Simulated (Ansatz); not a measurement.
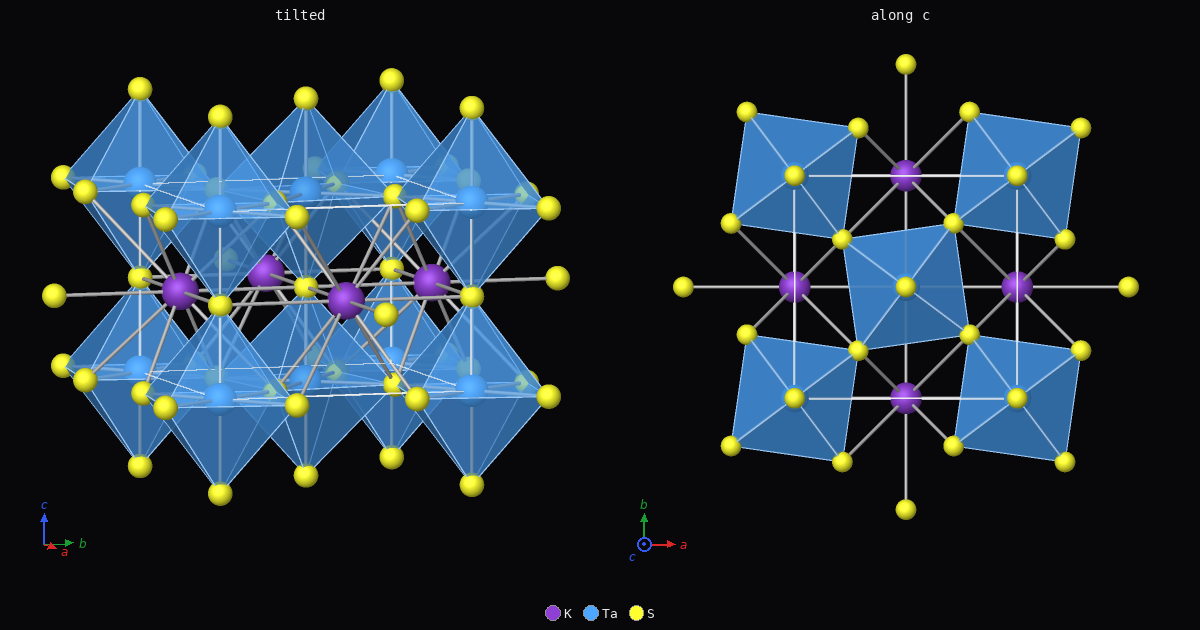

A polyhedral rendering, viewed slightly off an axis and along the c axis. The conventional unit cell is drawn as a box. Some atoms of the next cells are drawn as well.

KTaS3, space group P4/mbm (No. 127), a = 6.822 Å, b = 6.822 Å, c = 4.894 Å, α = 90.00°, β = 90.00°, γ = 90.00°. It goes back to a structure type filled with these elements by a generator (whether the compound takes this form wasn't checked). Earlier steps of the study, as a rule a relaxation of our own, may have changed the cell and positions, so they can lie some per cent off the listed ones. It went into a calculation with Ansatz.

This one geometry was computed with Ansatz (DFT, plane waves, PAW) at three levels of theory: LDA, PBE and r2SCAN.

### Which level gives the highest pressure at this volume, and what does that say about its equilibrium volume?

Highest: PBE (0.0 GPa), which points to the largest equilibrium volume. Lowest, with the smallest volume: LDA (-5.2 GPa). Levels within 0.5 GPa of each other can't be told apart.

### How does the band gap change with the level of theory?

All levels give a metal.

### Collect the results in a table.

| level | cutoff (eV) | k-mesh of the run's cell | gap (eV) | pressure (GPa) |
| --- | --- | --- | --- | --- |
| LDA | 420 | 6×6×8 | metal | -5.2 |
| PBE | 420 | 6×6×8 | metal | 0.0 |
| r2SCAN | 500 | 6×6×8 | metal | -1.3 |

Gaps are taken on the k-mesh or band path of each run.
